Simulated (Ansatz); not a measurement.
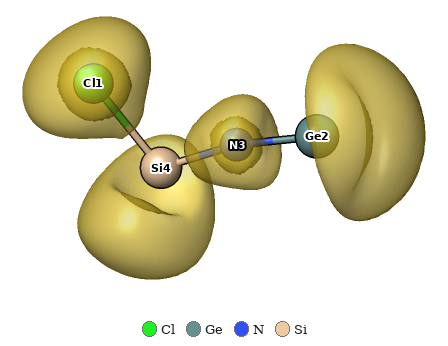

The picture shows: ClGeNSi. Isosurface of the ELF at 0.75 (yellow), seen at a tilt. Only the valence region is drawn (cores and ρ < 0.01 e/Å³ removed).

Geometry: r2SCAN-D4/def2-SVP.

Method: Ansatz, isolated molecule in a Gaussian basis; Kohn-Sham density functional theory, functional PBE0.

Q: Where are the electrons localised?

A: At this value the surface marks out one region on Cl in which the atom's valence shell and bonds are merged, one lobe on Ge, pointing away from the bonds (lone pairs), one lobe on Si, pointing away from the bonds (lone pairs) and one region wrapped around N (its valence shell). Along the contacts the grid gives the following. Ge–N (1.68 Å): the ELF peaks at about 0.85 in the valence shell of N, 0.6 Å from its nucleus, and is about 0.35 at the midpoint. Si–N (1.72 Å): the ELF peaks at about 0.90 between the atoms: a shared but strongly polarised pair.
